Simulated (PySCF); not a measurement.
## A study: Cl₄Sn, SMILES `Cl[Sn](Cl)(Cl)Cl`

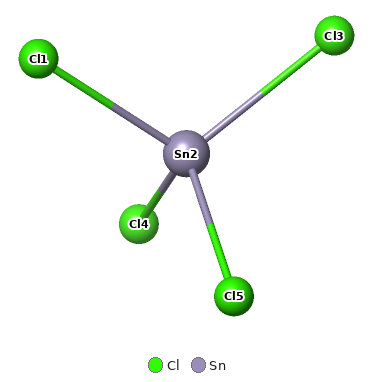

The molecule, with its atoms numbered as below. No frequency check shows the geometry to be a minimum.

Geometry (Å), atoms numbered from 1:

```
Cl1      1.8482   -1.3373    0.4027
Sn2      0.0001   -0.0001   -0.0001
Cl3     -1.8483   -1.3374   -0.4026
Cl4      0.4027    1.3374   -1.8478
Cl5     -0.4028    1.3375    1.8478
```

## 1. Bonding charge

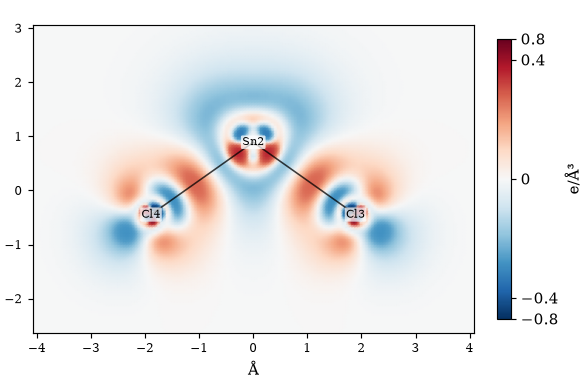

Deformation density (molecule less spherical, spin-averaged free atoms) in the plane of Sn2, Cl3 and Cl4; colour scale in e/Å³, logarithmic beyond ±0.1; red: gain, blue: loss.

PySCF calculation, PBE/def2-TZVP, gas phase; geometry: GFN2-xTB. Core potentials replace the inner electrons of Sn; spin–orbit coupling isn't included.

Question: How much density has each bond in this plane gained at its critical point, relative to the free atoms?

Answer: Sn2–Cl4 and Sn2–Cl3: +0.07 e/Å³ at the bond critical point (bond length 2.32 Å, Mayer order 1.0). In all, 1.1 electrons gather in the regions of gain relative to the promolecule. A small or negative value marks a very polar bond, one between electron-rich atoms, whose free-atom densities already overlap strongly, a long bond to a heavier atom, or a closed-shell contact such as a hydrogen bond.

Question: Where do the Hirshfeld charges lie?

Answer: The highest Hirshfeld charge is on Sn2 (+0.51 e), the lowest on Cl1, Cl3, Cl4 and Cl5 (−0.13 e).

```tsv
atom	charge (e)
Cl1	−0.13
Sn2	+0.51
Cl3	−0.13
Cl4	−0.13
Cl5	−0.13
```

## 2. Electrostatic potential

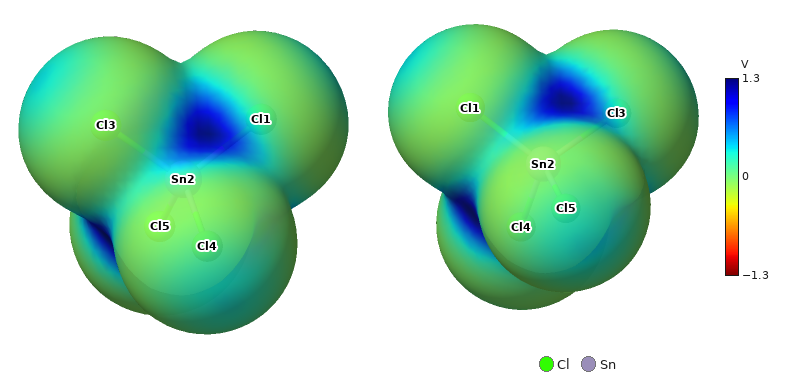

Electrostatic potential on the surface of electron density 0.001 a.u. (back view left, front view right).

Question: Where are the extremes of the potential on the surface?

Answer: Highest: 1.28 V, 2.3 Å from Sn2. Further maxima include 0.36 V, 2.0 Å from Cl3. Lowest: −0.08 V, 2.1 Å from Cl5, and at like points elsewhere. The surface is sampled at points, so like sites can differ by a few per cent and only the strongest of them is named.

Question: Does Cl3 carry a σ-hole?

Answer: Yes: a local maximum of +0.36 V lies on the extension of the Sn2–Cl3 bond.

## 3. In an electric field

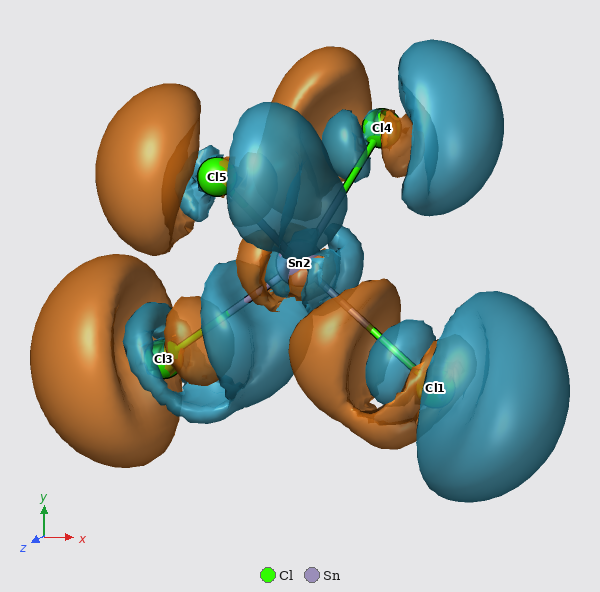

Change of the electron density in a uniform field of 0.21 V/Å, surfaces at ±0.0015 e/Å³ (light blue: gain, orange: loss).

Level of theory: PBE/def2-TZVP (PySCF), at a geometry from GFN2-xTB. Core potentials replace the inner electrons of Sn; spin–orbit coupling isn't included. A basis without diffuse functions makes polarisabilities too small.

The field was applied in both directions; the picture shows the one opposite to the script's first.

Question: Along which Cartesian direction does the field point?

Answer: Along −x: electrons gather on the +x side, against the field.

Question: How large is the response?

Answer: The induced dipole is 0.90 D (along the field); α along this axis, from the fields in both directions, is 89 bohr³ (13.1 Å³).
